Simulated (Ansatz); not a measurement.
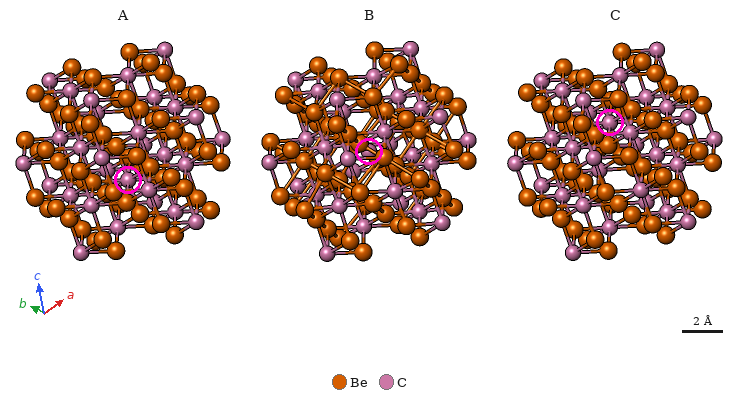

3 geometries from a converged minimum-energy path of a defect cell of composition Be16C7 with a C vacancy (23 atoms in the cell), shuffled. A ball-and-stick model of the atoms within 5.8 Å of the middle of the path, seen slightly off an axis. The moving atom is ringed, with any periodic copies. Bonds to atoms that aren't drawn are left out.

These are results of Ansatz, DFT, PAW plane waves, PBE, not measurements. Set-up: plane-wave cutoff 420 eV; k-point mesh 3 × 3 × 3; Gaussian smearing 0.1 eV; 3 movable images; climbing image; force threshold 0.1 eV/Å; iteration limit 40.

Which of them lies highest in energy?

Answer. B. In order along the path, whose images run from 0 to 4: C (image 0, 0.00 eV), B (image 2, +4.97 eV), A (image 4, 0.00 eV). It is a vacancy jump: a nearby atom moves into the empty site and leaves its own site empty. A C atom travels furthest, 3.10 Å from end to end, along −c, on a straight line. At the highest image its nearest neighbour (Be) is 1.57 Å away, against 1.89 Å at the start, and the surrounding atoms stand up to 0.45 Å off the mean of their end positions.

Limits of the set-up: the periodic images lie only 6.2 Å apart, so the values are limited by the cell's size.

Cost: 83 s on 4 threads of Arm Neoverse V2, with other jobs on the host, peak memory 0.93 GiB.
